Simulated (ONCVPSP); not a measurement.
## Run report: Tm, pseudopotential generation (part 2 of 2)

The same run, continued: thulium (Tm, Z = 69), core [Kr] 4d10 5s2, reference valence 4f13 5p6 5d0.5 6s1.5, valence charge 21. (This line and the method describe the unaltered input from which the odd one was made.) Method: ONCV potential, LDA (Perdew-Wang 92), fully relativistic, made with ONCVPSP 4.0.1.

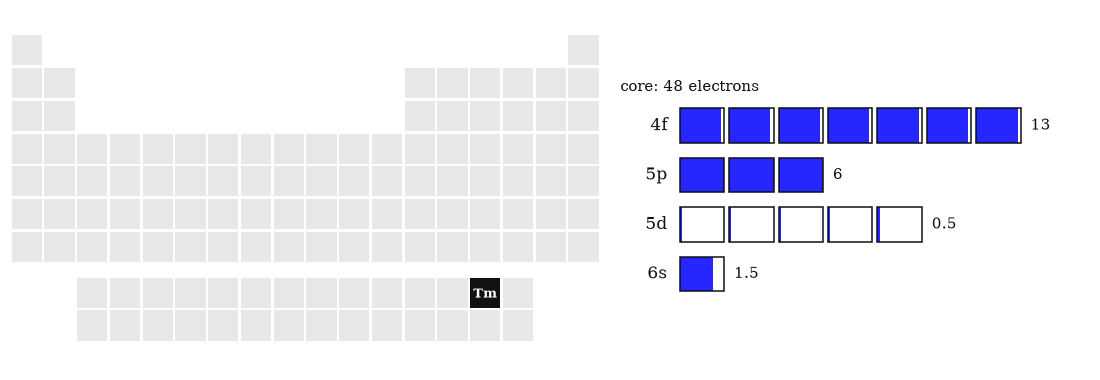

Left, the place of thulium in the periodic table; right, the valence shells of the reference configuration: a box for each of the 2l + 1 orbitals, shaded by the share of the shell that is filled, with the electron count at the right. The shells are those of the unaltered input.

### Output (extracts), continued
```
    Total energies and differences
      AE_ref= -1.35736426E+04  AE_tst= -1.35734523E+04  dif=  1.90E-01
      PS_ref= -1.68736402E+02  PS_tst= -1.68548116E+02  dif=  1.88E-01
      PSP excitation error=  1.96E-03

Test configuration 3

psatom_r: WARNING lschvkbb convergence error n,l,kap,iter=   3   2  -3


ea(ii),et,emin,emax -2.951390E-02 -3.246528E-02 -3.246528E-02 -3.246528E-02

psatom_r: WARNING lschvkbb convergence error n,l,kap,iter=   4   3  -4


ea(ii),et,emin,emax -9.807441E-02 -8.826697E-02 -8.826697E-02 -8.826697E-02

psatom_r: WARNING lschvkbb convergence error n,l,kap,iter=   3   2  -3


ea(ii),et,emin,emax -2.951390E-02 -2.656251E-02 -2.656251E-02 -2.656251E-02

psatom_r: WARNING lschvkbb convergence error n,l,kap,iter=   4   3  -4


ea(ii),et,emin,emax -9.807441E-02 -8.826697E-02 -8.826697E-02 -8.826697E-02

psatom_r: WARNING lschvkbb convergence error n,l,kap,iter=   2   1  -2


ea(ii),et,emin,emax -8.366867E-01 -7.530180E-01 -7.530180E-01 -7.530180E-01

psatom_r: WARNING lschvkbb convergence error n,l,kap,iter=   3   2  -3


ea(ii),et,emin,emax -2.951390E-02 -2.656251E-02 -2.656251E-02 -2.656251E-02

psatom_r: WARNING lschvkbb convergence error n,l,kap,iter=   4   3  -4


ea(ii),et,emin,emax -9.807441E-02 -1.078818E-01 -1.078818E-01 -1.078818E-01

psatom_r: WARNING lschvkbb convergence error n,l,kap,iter=   2   1  -2


ea(ii),et,emin,emax -8.366867E-01 -9.203553E-01 -9.203553E-01 -9.203553E-01

psatom_r: WARNING lschvkbb convergence error n,l,kap,iter=   3   2  -3


ea(ii),et,emin,emax -2.951390E-02 -2.656251E-02 -2.656251E-02 -2.656251E-02

psatom_r: WARNING lschvkbb convergence error n,l,kap,iter=   4   3  -4


ea(ii),et,emin,emax -9.807441E-02 -1.078818E-01 -1.078818E-01 -1.078818E-01

psatom_r: WARNING lschvkbb convergence error n,l,kap,iter=   2   1  -2


ea(ii),et,emin,emax -8.366867E-01 -9.203553E-01 -9.203553E-01 -9.203553E-01

psatom_r: WARNING lschvkbb convergence error n,l,kap,iter=   3   2  -3


ea(ii),et,emin,emax -2.951390E-02 -2.656251E-02 -2.656251E-02 -2.656251E-02

psatom_r: WARNING lschvkbb convergence error n,l,kap,iter=   4   3  -4


ea(ii),et,emin,emax -9.807441E-02 -1.078818E-01 -1.078818E-01 -1.078818E-01

psatom_r: WARNING lschvkbb convergence error n,l,kap,iter=   2   1  -2


ea(ii),et,emin,emax -8.366867E-01 -9.203553E-01 -9.203553E-01 -9.203553E-01

psatom_r: WARNING lschvkbb convergence error n,l,kap,iter=   3   2  -3


ea(ii),et,emin,emax -2.951390E-02 -2.656251E-02 -2.656251E-02 -2.656251E-02

psatom_r: WARNING lschvkbb convergence error n,l,kap,iter=   4   3  -4


ea(ii),et,emin,emax -9.807441E-02 -1.078818E-01 -1.078818E-01 -1.078818E-01

psatom_r: WARNING lschvkbb convergence error n,l,kap,iter=   2   1  -2


ea(ii),et,emin,emax -8.366867E-01 -9.203553E-01 -9.203553E-01 -9.203553E-01

psatom_r: WARNING lschvkbb convergence error n,l,kap,iter=   3   2  -3


ea(ii),et,emin,emax -2.951390E-02 -2.656251E-02 -2.656251E-02 -2.656251E-02

psatom_r: WARNING lschvkbb convergence error n,l,kap,iter=   4   3  -4


ea(ii),et,emin,emax -9.807441E-02 -1.078818E-01 -1.078818E-01 -1.078818E-01

psatom_r: WARNING lschvkbb convergence error n,l,kap,iter=   2   1  -2


ea(ii),et,emin,emax -8.366867E-01 -9.203553E-01 -9.203553E-01 -9.203553E-01

psatom_r: WARNING lschvkbb convergence error n,l,kap,iter=   3   2   2


ea(ii),et,emin,emax -3.608796E-02 -3.247917E-02 -3.247917E-02 -3.247917E-02

psatom_r: WARNING lschvkbb convergence error n,l,kap,iter=   4   3  -4


ea(ii),et,emin,emax -9.807441E-02 -1.078818E-01 -1.078818E-01 -1.078818E-01

psatom_r: WARNING lschvkbb convergence error n,l,kap,iter=   2   1  -2


ea(ii),et,emin,emax -8.366867E-01 -9.203553E-01 -9.203553E-01 -9.203553E-01

psatom_r: WARNING lschvkbb convergence error n,l,kap,iter=   3   2  -3


ea(ii),et,emin,emax -2.993628E-02 -3.292990E-02 -3.292990E-02 -3.292990E-02

psatom_r: WARNING lschvkbb convergence error n,l,kap,iter=   1   0  -1


ea(ii),et,emin,emax -1.480234E-01 -1.628257E-01 -1.628257E-01 -1.628257E-01
run_config_r: WARNING for fully non-local PS atom,
 WARNING no output for configuration 4

Test configuration 4

   n   l kap    f        eae           eps        diff
   1   0  -1  2.0000-2174.32461172
   2   0  -1  2.0000 -366.65702674
   2   1  -2  4.0000 -313.60067456
   2   1   1  2.0000 -349.58373035
   3   0  -1  2.0000  -82.37069233
   3   1  -2  4.0000  -67.25001903
   3   1   1  2.0000  -74.84553604
   3   2  -3  6.0000  -52.71173849
   3   2   2  4.0000  -54.37312454
   4   0  -1  2.0000  -16.19202957
   4   1  -2  4.0000  -11.44491695
   4   1   1  2.0000  -13.16733518
   4   2  -3  6.0000   -6.14781274
   4   2   2  4.0000   -6.46118531
   5   0  -1  2.0000   -1.94511619
   4   3  -4  7.4286   -0.08635836   -0.08711827   -7.60E-04
   4   3   3  5.5714   -0.13039474   -0.13113141   -7.37E-04
   5   1  -2  4.0000   -0.91719775   -0.91819750   -1.00E-03
   5   1   1  2.0000   -1.12808609   -1.12915874   -1.07E-03
   5   2  -3  0.6000   -0.02947670   -0.02965279   -1.76E-04
   5   2   2  0.4000   -0.03561576   -0.03589227   -2.77E-04
   6   0  -1  1.0000   -0.14713201   -0.14680385    3.28E-04

    Total energies and differences
      AE_ref= -1.35736426E+04  AE_tst= -1.35735856E+04  dif=  5.70E-02
      PS_ref= -1.68736402E+02  PS_tst= -1.68679134E+02  dif=  5.73E-02
      PSP excitation error= -2.35E-04
```

### What the run reported

```tsv
quantity	value
outcome	generated, with a ghost state
ghost flags of the generator	2 GHOST(-), 1 GHOST(+)
largest excitation error printed	53 meV
wall time	14 s
```

### What is odd here

This input holds a deliberate oddity: dvloc0 set to 60.00 Ha. The program ran to the end. The all-electron atom is untouched: its total energy equals that from the unaltered input (−13573.6426 Ha). The pseudo-atom's total energy moves by +0.0038 Ha, so the potential, or the configuration in which it is tested, is another one. The unaltered input has a GHOST(-) flag too. The potential has a bound ghost state, so it can't be used as it stands. Warnings of the program, in the generation or the tests: psatom_r: WARNING lschvkbb convergence error n,l,kap,iter= 1 0 -1; psatom_r: WARNING lschvkbb convergence error n,l,kap,iter= 2 1 -2; psatom_r: WARNING lschvkbb convergence error n,l,kap,iter= 3 2 -3.
